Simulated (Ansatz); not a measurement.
# C2H3Cl2Si (SMILES [H]/[C]=C/[SiH](Cl)Cl) at UPBE/def2-SVP

What is the vertical ionisation energy of C2H3Cl2Si at UPBE/def2-SVP? 

Program for the calculation: Ansatz 0.2.0.

61 further runs of the same task are left out: 61 set aside as unsound or not needed.

## 1. The structure to begin with

C2H3Cl2Si has 8 atoms, charge 0, and is taken as a doublet. As SMILES, `[H]/[C]=C/[SiH](Cl)Cl`. The coordinates come from a PBE0-D4/def2-TZVP relaxation. This is one conformer, not always the lowest.

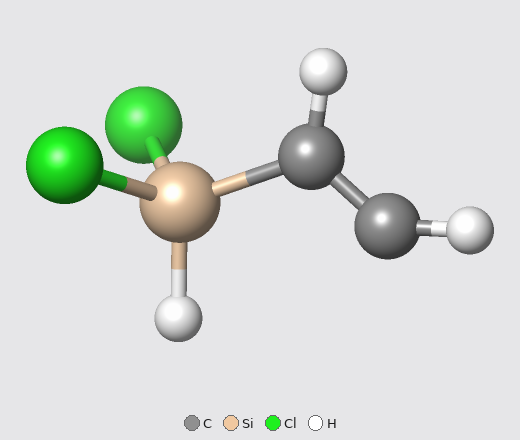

Viewed from a chosen angle; carbon grey, silicon light orange, chlorine green, hydrogen white.

## 2. A single-point energy at UPBE/def2-SVP

Input file job.yaml:

```yaml
crystal:
  periodic: [false, false, false]
  atoms:
    - {symbol: C, position_ang: [-0.467200, 1.549800, 0.659300]}
    - {symbol: C, position_ang: [-0.193600, 0.279100, 0.737900]}
    - {symbol: Si, position_ang: [0.301600, -0.635800, -0.791100]}
    - {symbol: Cl, position_ang: [-1.013100, -2.166600, -1.130900]}
    - {symbol: Cl, position_ang: [2.164100, -1.443500, -0.534600]}
    - {symbol: H, position_ang: [-0.772500, 2.376400, 1.285600]}
    - {symbol: H, position_ang: [-0.249600, -0.262100, 1.689000]}
    - {symbol: H, position_ang: [0.322500, 0.245600, -1.971100]}
basis:
  gaussian: {orbitals: def2-SVP}
magnetization: {spin_polarized: true, initial_magnetization: 1}
hamiltonian: {xc: pbe}
accuracy: high
output: {orbitals: {seedname: orbitals}}
```

The run is started by

```console
$ ansatz run job.yaml --threads 1 --pin off --max-ram 3480MiB --events-out events.jsonl --progress --plain --runs-dir runs
```

What it wrote:

```text
Warning: RAYON_NUM_THREADS=1 ignored (pool sized by the plan → 1); use --threads N
Functional definition: PBE
  name "PBE"
  parameter kappa = 0.804
  parameter beta = 0.06672455060314922
  exchange = pbe_x(kappa = kappa, mu = beta*pi^2/3)
  correlation = pbe_c(beta = beta)
2058 factors; integrals over basis functions are off by at most 5.3e-9 eV
mean field evaluation 1: about -35010.3219 eV, gradient 3.3e1 eV
mean field evaluation 2: about -34999.9597 eV, gradient 5.2e1 eV
mean field evaluation 4: about -35016.3989 eV, gradient 6.2e0 eV
mean field evaluation 8: about -35016.6026 eV, gradient 2.9e-1 eV
mean field evaluation 16: about -35016.6034 eV, gradient 1.2e-4 eV
mean field -35016.60342277 eV, -1286.8364406805 hartree, gradient 6.1e-8 eV, S^2 0.757898; 0 other end points of the search recorded, 0 dependent functions left out
reference -35016.60342575 eV, -1286.8364407901 hartree; 32, 31 occupied and 65, 66 virtual orbitals, 2058 factors
Total energy: -35016.60342575 eV, -1286.8364407901 hartree
```

Run time: 13 s. Hardware: 1 thread of Arm Neoverse V1, shared host; peak memory 0.32 GiB.

## 3. The singlet cation, same level

Input file in.yaml:

```yaml
crystal:
  periodic: [false, false, false]
  atoms:
    - symbol: C
      position_ang: [-0.467200, 1.549800, 0.659300]
    - symbol: C
      position_ang: [-0.193600, 0.279100, 0.737900]
    - symbol: Si
      position_ang: [0.301600, -0.635800, -0.791100]
    - symbol: Cl
      position_ang: [-1.013100, -2.166600, -1.130900]
    - symbol: Cl
      position_ang: [2.164100, -1.443500, -0.534600]
    - symbol: H
      position_ang: [-0.772500, 2.376400, 1.285600]
    - symbol: H
      position_ang: [-0.249600, -0.262100, 1.689000]
    - symbol: H
      position_ang: [0.322500, 0.245600, -1.971100]
basis:
  gaussian:
    orbitals: def2-SVP
total_charge: 1
hamiltonian:
  xc: pbe
accuracy: high
output: {orbitals: {seedname: orbitals}}
```

The run is started by

```console
$ ansatz run in.yaml --threads 1 --pin off --max-ram 3480MiB --events-out events.jsonl --progress --plain --runs-dir runs
```

What it wrote, shortened:

```text
Warning: RAYON_NUM_THREADS=1 ignored (pool sized by the plan → 1); use --threads N
[... 6 set-up lines as earlier in the session ...]
2057 factors; integrals over basis functions are off by at most 5.3e-9 eV
mean field evaluation 1: about -35000.2609 eV, gradient 5.4e1 eV
mean field evaluation 2: about -34968.7371 eV, gradient 1.1e2 eV
mean field evaluation 4: about -35007.6038 eV, gradient 4.6e0 eV
mean field evaluation 8: about -35007.6566 eV, gradient 3.5e-1 eV
mean field evaluation 16: about -35007.6498 eV, gradient 2.9e-4 eV
mean field evaluation 32: about -35007.4504 eV, gradient 6.3e0 eV
mean field -35007.64982165 eV, -1286.5074019084 hartree, gradient 7.4e-8 eV, S^2 0.000000; 4 other end points of the search recorded, 0 dependent functions left out
reference -35007.64982466 eV, -1286.5074020188 hartree; 31, 31 occupied and 66, 66 virtual orbitals, 2057 factors
Total energy: -35007.64982466 eV, -1286.5074020188 hartree
```

Wall time 9.6 s (1 thread of Arm Neoverse V1, shared host); peak memory 0.25 GiB.

## 4. Outcome

Level: UPBE/def2-SVP.

| quantity | value |
| --- | --- |
| doublet C2H3Cl2Si: total energy | -1286.83644 Eh |
| doublet C2H3Cl2Si: HOMO energy (highest over α and β) | -5.59 eV |
| doublet C2H3Cl2Si: LUMO energy (lowest over α and β) | -3.36 eV |
| doublet C2H3Cl2Si: ⟨S²⟩ | 0.758 |
| singlet cation: total energy | -1286.50740 Eh |
| singlet cation: HOMO energy | -12.43 eV |
| singlet cation: LUMO energy | -11.92 eV |
| singlet cation: HOMO–LUMO gap | 0.50 eV |
| vertical ionisation energy (to the singlet cation) | 8.954 eV |

**Reading.** Removing an electron at fixed nuclei costs 8.95 eV (864 kJ/mol). Only the singlet of the ionised species was computed; a triplet could lie lower.
